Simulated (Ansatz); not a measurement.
Start from SrO in the rock salt structure (space group Fm-3m, No. 225; a = 5.160 Å).

Now apply this change: a hydrostatic pressure of 1.5 GPa.

Computed with r2SCAN, PAW, 500 eV (Ansatz, an electronic-structure program; scalar-relativistic without spin-orbit coupling).

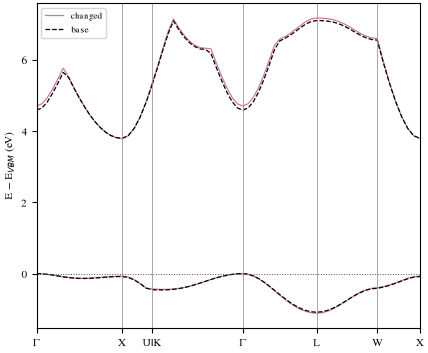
Highest valence and lowest conduction band along the path, each from its own valence-band maximum

Read the changed gap and its character from the plot.

About 3.8 eV, indirect, Γ → X.

Load acts through the strain it causes; cell and atoms are relaxed under it. Stability against distortions was not tested.
